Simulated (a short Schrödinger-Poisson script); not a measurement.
Stack: gated In0.52Al0.48As/In0.53Ga0.47As modulation-doped gas in a quantum well, at 300 K.

```csv
layer,material,thickness (nm),Nd (cm⁻³),Na (cm⁻³)
1,In0.52Al0.48As,20,-,-
2,In0.52Al0.48As,10,1.6e18,-
3,In0.52Al0.48As,2,-,-
4,In0.53Ga0.47As,8,-,-
5,In0.52Al0.48As,4000,-,8e14
```

Constants are typed, rounded textbook-type inputs, not results; the design itself was drawn at random and stands for no fabricated device. In0.52Al0.48As: permittivity 12.5, conduction-band edge (eV) 0.52, gap (eV) 1.45, electron mass (mₑ) 0.075, Nv at 300 K (cm⁻³) 1.1e19. In0.53Ga0.47As: permittivity 13.9, conduction-band edge (eV) 0, gap (eV) 0.74, Nv at 300 K (cm⁻³) 7.7e18.

Channel valleys (confinement mass, in-plane density-of-states mass, number): Γ 0.041, 0.041, 1. At the gate the conduction-band edge of layer 1 lies 0.65 eV − eVg above the Fermi level of the channel; the field vanishes at the back. Donor level 0.02 eV below the band edge. The barrier under the gate holds no holes. Gaps are held at their typed values at every temperature. Mesh 0.08 nm at interfaces.

From a short Schrödinger-Poisson script (our own, NumPy): 1D Poisson equation in equilibrium, electrons quantum, Hartree (BenDaniel-Duke, 40 states a valley, the channel's in-plane mass for all, wave functions free to enter the barrier), parabolic valleys, classical holes, donors ionised by Fermi statistics, acceptors fully, no traps, pinning or gate leakage.

Only gate voltages with over 1e8 electrons/cm² are shown.

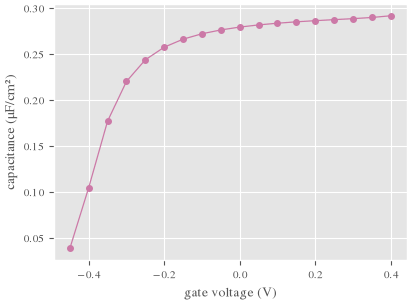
Figure: Quasi-static capacitance against gate voltage

| Vg (V) | electrons (cm⁻²) | in the channel layer | C (μF/cm²) | Γ E0 (meV) | Γ E1 (meV) |
|---|---|---|---|---|---|
| 0.4 | 1.32e12 | 1.27e12 | 0.292 | -75.8 | 126.2 |
| 0.3 | 1.15e12 | 1.10e12 | 0.289 | -64.7 | 137.9 |
| 0.2 | 9.67e11 | 9.27e11 | 0.286 | -53.3 | 149.9 |
| 0.1 | 7.89e11 | 7.58e11 | 0.284 | -41.3 | 162.6 |
| 0 | 6.14e11 | 5.90e11 | 0.279 | -28.4 | 176.1 |
| -0.1 | 4.42e11 | 4.25e11 | 0.272 | -13.9 | 191.3 |
| -0.2 | 2.78e11 | 2.67e11 | 0.258 | 3.6 | 209.5 |
| -0.3 | 1.28e11 | 1.23e11 | 0.220 | 28.3 | 234.9 |
| -0.4 | 2.38e10 | 2.29e10 | 0.105 | 74.9 | 282.0 |

Subbands count from the Fermi level.
